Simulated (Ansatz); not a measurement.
Input file:

```
crystal:
  periodic: [false, false, false]
  atoms:
    - {symbol: C, position_ang: [0.404158, 2.019475, 0.261878]}
    - {symbol: S, position_ang: [-0.755003, 1.368297, -0.971437]}
    - {symbol: Ge, position_ang: [-1.062565, -0.668569, -0.146857]}
    - {symbol: C, position_ang: [0.582889, -1.715349, -0.219142]}
    - {symbol: H, position_ang: [0.598587, 3.058032, -0.005994]}
    - {symbol: H, position_ang: [-0.027715, 1.992676, 1.263081]}
    - {symbol: H, position_ang: [1.349436, 1.476509, 0.251643]}
    - {symbol: H, position_ang: [-2.165334, -1.295653, -1.015522]}
    - {symbol: H, position_ang: [-1.543136, -0.538092, 1.314331]}
    - {symbol: H, position_ang: [0.406101, -2.718145, 0.174290]}
    - {symbol: H, position_ang: [0.926972, -1.792417, -1.250703]}
    - {symbol: H, position_ang: [1.362610, -1.241864, 0.378633]}
basis:
  gaussian: {orbitals: def2-TZVPP}
hamiltonian: {xc: pbe0, dispersion: d4}
output: {orbitals: {seedname: orbitals}}
```

Command:

```sh
ansatz run in.yaml --threads 4 --pin off --events-out ev --progress --plain --max-ram 10444MiB
```

Geometry: PBE0-D4/def2-TZVP.

All numbers below come from RKS PBE0-D4/def2-TZVPP (Ansatz).

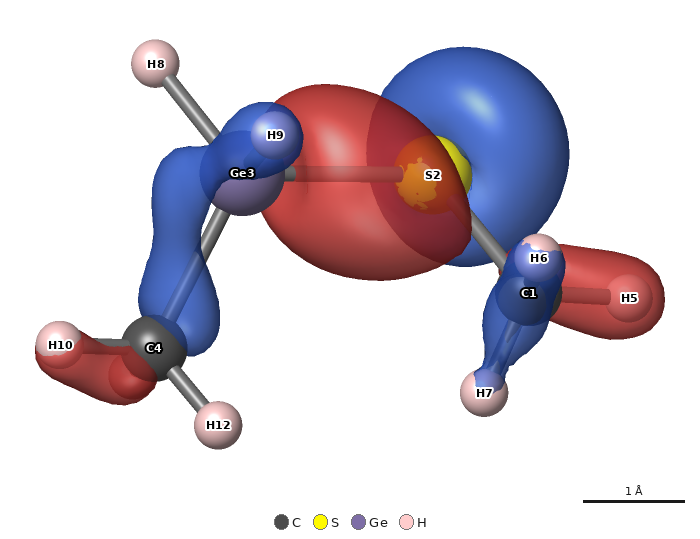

C2H8GeS (SMILES C[S][GeH2][CH3]). The HOMO−1 at ±0.15 Å⁻³ᐟ² (red and blue are the two phases), seen across its widest extent.

**Where does this orbital lie, and at what energy?**

It lies mainly on S2 (about 60 %), Ge3 (about 15 %) and C1 (about 5 %). Its energy is −8.21 eV.
